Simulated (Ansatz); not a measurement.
Starting cell, Al (fcc, Cu type):

```
Al
1.0
    0.00000     4.03999     4.03999
    2.01999     0.00000     2.01999
    2.01999     2.01999     0.00000
Al
2
Direct
  0.00000   0.00000   0.00000
  0.50000   0.00000   0.00000
```

A phonon eigenvector at L = (0.5, 0.0, 0.0) is frozen into this cell: atom i moves by Q times the vector below, so Q is the largest atomic displacement, in Å. The cell is held. It is one choice among 2 degenerate patterns. (q is in reciprocal vectors of the primitive cell; the cell shown is doubled to hold the pattern.)

```json
[
 {"atom": "Al1", "x": "-0.285", "y": "0.520", "z": "-0.805"},
 {"atom": "Al2", "x": "0.285", "y": "-0.520", "z": "0.805"}
]
```

Level of theory: PBE (plane waves to 420 eV, PAW, scalar-relativistic; Ansatz, a program for electronic structure). k mesh 10×20×20 (Γ-centred), Fermi-Dirac smearing 0.05 eV. Energies are smeared free energies. With partly filled bands, energies and forces of such displacements shift with the k mesh and the smearing. Al was relaxed with its symmetry unable to fall. The PAW data are Ansatz's earlier set. ΔE is measured from the undisplaced structure.

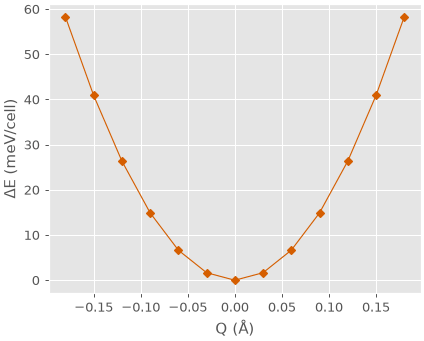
Fig. 1. ΔE (meV/cell) against Q (Å); computed points joined by lines.

Q: What is the energy change at Q = 0.180 Å?

A: About 58 meV/cell.

Q: What harmonic wavenumber does the curvature at Q = 0 give?

A: About 140 cm⁻¹.

(For displaced atoms, the force is minus the slope of the energy, and its curvature is a force constant, which sets phonon frequencies.)
